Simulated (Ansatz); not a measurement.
```yaml
atoms:
  - { symbol: W, position_ang: [0.0695, 0.1549, -0.3405] }
  - { symbol: F, position_ang: [0.2245, 0.4817, 1.6123] }
  - { symbol: O, position_ang: [1.8983, 0.5215, -0.3501] }
  - { symbol: H, position_ang: [2.5148, 0.7450, 0.4022] }
  - { symbol: O, position_ang: [-0.5410, 1.9291, -0.5861] }
  - { symbol: H, position_ang: [-1.4571, 2.2083, -0.3952] }
  - { symbol: F, position_ang: [-1.7824, -0.1402, 0.1055] }
  - { symbol: O, position_ang: [0.1928, -1.7043, 0.0731] }
  - { symbol: H, position_ang: [-0.5406, -2.1896, 0.4962] }
  - { symbol: O, position_ang: [-0.0172, -0.2339, -2.1851] }
  - { symbol: H, position_ang: [0.1674, -1.0920, -2.6102] }
  - { symbol: Cl, position_ang: [2.9323, 1.0860, 2.4697] }
  - { symbol: H, position_ang: [1.6230, 0.8263, 2.3216] }
```

Core potentials replace the inner electrons of W.

Method: RKS PBE/def2-SVP (Ansatz).

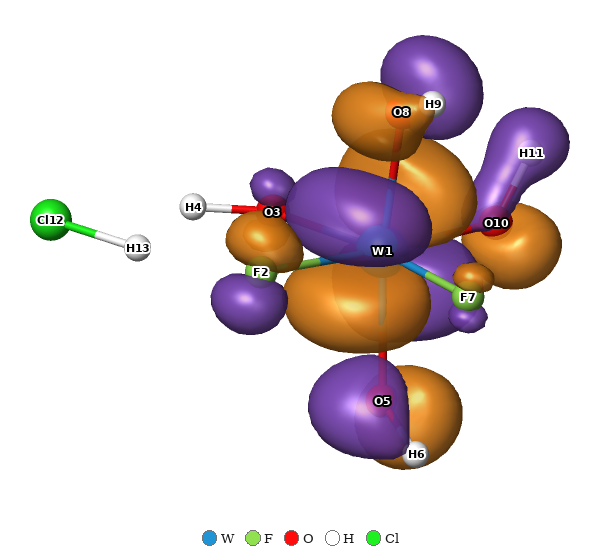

F₂H₄O₄W···HCl. The LUMO at ±0.1 Å⁻³ᐟ² (orange and purple are the two phases), seen across its widest extent.

Where does this orbital lie, and at what energy?

Answer. Its weight (Hirshfeld) is mainly on W1 (about 60 %), O5 (about 15 %), O8 (about 10 %) and O10 (about 5 %). Its energy is −3.67 eV.
